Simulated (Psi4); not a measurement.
# InSiNH6 (SMILES N[SiH2][InH2]) at HF/def2-TZVP (density fitting, core potential, sweep point 3)

Aim: the vertical ionisation energy of InSiNH6 at HF/def2-TZVP (density fitting, core potential, sweep point 3), from 2 runs. 

The results are computed with Psi4 1.11.

### Step 1. The system as given

InSiNH6: 9 atoms, total charge 0, spin state singlet. As SMILES, `N[SiH2][InH2]`. Geometry: relaxed at PBE0-D4/def2-TZVP. This is one conformer, not always the lowest.

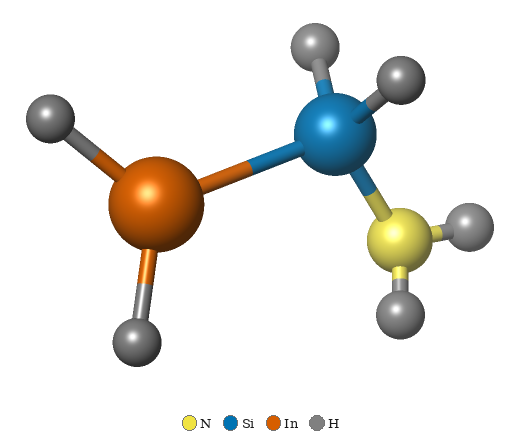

Viewed from a chosen angle; nitrogen yellow, silicon blue, indium orange, hydrogen grey.

### Step 2. The energy at HF/def2-TZVP (density fitting, core potential, sweep point 3)

Input file h6innsi.in:

```
memory 1.6 GB

molecule molecule1 {
  0 1
  N     -0.891500     0.591400    -1.336400
  Si     0.373800     0.744000    -0.168700
  In     0.267200    -1.255400     1.446100
  H     -1.095600    -0.314200    -1.726600
  H     -1.035700     1.316000    -2.022500
  H      0.170000     2.036500     0.545200
  H      1.758900     0.832100    -0.740700
  H     -0.551200    -2.716800     0.991900
  H      1.004100    -1.233700     3.011600
  symmetry c1
}

set globals {
  puream   true
  scf_type df
}

energy('scf/def2-TZVP')
print_variables()
```

On the command line:

```
psi4 -i h6innsi.in -o h6innsi.out -n 1
```

h6innsi.out:

```text
[...]
    !!!  WARNING: ECP capability is in beta. Please check occupations closely.  !!!
[...]
  Running in c1 symmetry.
[...]
  Nuclear repulsion =  171.526686821222199
[...]
  Multiplicity = 1
[...]
  Nalpha       = 24
  Nbeta        = 24
[...]
    Number of basis functions: 154
[...]
   @DF-RHF iter   1:  -535.97709613083578   -1.32604e+00   3.57224e-03 ADIIS/DIIS
[...]
   @DF-RHF iter   8:  -536.11796578161625   -1.14038e-07   3.84066e-07 DIIS
[...]
    Orbital Energies [Eh]
    ---------------------
    Doubly Occupied:
       1A    -68.771370     2A    -15.535854     3A     -6.119156
       4A     -5.376731     5A     -4.225955     6A     -4.225491
       7A     -4.225262     8A     -3.638056     9A     -3.627978
      10A     -3.627876    11A     -1.134658    12A     -1.025498
      13A     -1.018327    14A     -1.017994    15A     -1.014291
      16A     -1.011181    17A     -0.706553    18A     -0.657983
      19A     -0.554011    20A     -0.531480    21A     -0.486055
      22A     -0.404507    23A     -0.397545    24A     -0.345114
[...]
  @DF-RHF Final Energy:  -536.11796578161625
   => Energetics <=
    Nuclear Repulsion Energy =            171.5266868212221993
    One-Electron Energy =               -1155.9315664024627495
    Two-Electron Energy =                 448.2869137996242443
    Total Energy =                       -536.1179657816162489
[...]
 Multipole Moments:
 ------------------------------------------------------------------------------------
     Multipole            Electronic (a.u.)      Nuclear  (a.u.)        Total (a.u.)
 ------------------------------------------------------------------------------------
 L = 1.  Multiply by 2.5417464519 to convert [e a0] to [Debye]
 Dipole X            :          6.8499718           -6.9317618           -0.0817900
 Dipole Y            :        -41.6398671           41.6890252            0.0491581
 Dipole Z            :         43.5635773          -44.1356534           -0.5720760
 Magnitude           :                                                    0.5799803
[...]
```

Wall time 4.8 s (1 thread of Intel Xeon Platinum 8259CL at 2.50GHz (Skylake/Cascade Lake), shared host); peak memory 0.3 GiB.

### Step 3. The doublet cation at the same level

Input file input.in:

```
memory 1600 mb

molecule {
  1 2
  N     -0.891500     0.591400    -1.336400
  Si     0.373800     0.744000    -0.168700
  In     0.267200    -1.255400     1.446100
  H     -1.095600    -0.314200    -1.726600
  H     -1.035700     1.316000    -2.022500
  H      0.170000     2.036500     0.545200
  H      1.758900     0.832100    -0.740700
  H     -0.551200    -2.716800     0.991900
  H      1.004100    -1.233700     3.011600
  symmetry c1
}

set {
  reference uhf
  puream true
  scf_type df
  maxiter 100
}

e, wfn = energy("scf/def2-TZVP", return_wfn=True)
```

On the command line:

```
psi4 input.in input.out -n 1
```

input.out:

```text
[...]
    !!!  WARNING: ECP capability is in beta. Please check occupations closely.  !!!
[...]
  Running in c1 symmetry.
[...]
  Nuclear repulsion =  171.526686821222199
[...]
  Multiplicity = 2
[...]
  Nalpha       = 24
  Nbeta        = 23
[...]
    Number of basis functions: 154
[...]
   @DF-UHF iter   1:  -535.69172335453675   -1.04067e+00   3.20624e-03 DIIS/ADIIS
[...]
   @DF-UHF iter  12:  -535.80977247424710   -1.76702e-07   7.39154e-07 DIIS
[...]
   @S^2 Observed:                7.680774059E-01
[...]
    Orbital Energies [Eh]
    ---------------------
    Alpha Occupied:
       1A    -69.014861     2A    -15.726892     3A     -6.362767
       4A     -5.615870     5A     -4.475488     6A     -4.466596
       7A     -4.466050     8A     -3.874000     9A     -3.873837
      10A     -3.863315    11A     -1.324920    12A     -1.266610
      13A     -1.260333    14A     -1.255459    15A     -1.252375
      16A     -1.250610    17A     -0.939877    18A     -0.845907
      19A     -0.772712    20A     -0.749909    21A     -0.696121
      22A     -0.623184    23A     -0.614017    24A     -0.592746
    Alpha Virtual:
      25A     -0.168052    26A     -0.092119    27A     -0.077336
[...]
  @DF-UHF Final Energy:  -535.80977247424710
   => Energetics <=
    Nuclear Repulsion Energy =            171.5266868212221993
    One-Electron Energy =               -1145.1654107951062542
    Two-Electron Energy =                 437.8289514996369007
    Total Energy =                       -535.8097724742470973
  UHF NO Occupations:
  HONO-2 :   22  A 1.9978854
  HONO-1 :   23  A 1.9956723
[...]
 Multipole Moments:
 ------------------------------------------------------------------------------------
     Multipole            Electronic (a.u.)      Nuclear  (a.u.)        Total (a.u.)
 ------------------------------------------------------------------------------------
 L = 1.  Multiply by 2.5417464519 to convert [e a0] to [Debye]
 Dipole X            :          7.0550684           -6.9317618            0.1233067
 Dipole Y            :        -40.9635049           41.6890252            0.7255202
 Dipole Z            :         43.0833159          -44.1356534           -1.0523375
 Magnitude           :                                                    1.2841333
[...]
```

Run time: 5.7 s. Hardware: 1 thread of Intel Xeon Platinum 8259CL at 2.50GHz (Skylake/Cascade Lake), shared host; peak memory 0.3 GiB.

### Step 4. Outcome

At HF/def2-TZVP (density fitting, core potential, sweep point 3):

| quantity | value |
| --- | --- |
| singlet InSiNH6: total energy | -536.11797 Eh |
| singlet InSiNH6: dipole moment | 1.47 D |
| singlet InSiNH6: HOMO energy | -9.39 eV |
| singlet InSiNH6: LUMO energy | 0.49 eV |
| singlet InSiNH6: HOMO–LUMO gap | 9.88 eV |
| doublet cation: total energy | -535.80977 Eh |
| doublet cation: HOMO energy (highest over α and β) | -15.72 eV |
| doublet cation: LUMO energy (lowest over α and β) | -7.43 eV |
| doublet cation: ⟨S²⟩ | 0.768 |
| vertical ionisation energy (to the doublet cation) | 8.386 eV |

The vertical ionisation energy comes to 8.39 eV (809 kJ/mol). The negative HOMO energy of the first species, 9.39 eV, lies 1.00 eV above that difference.
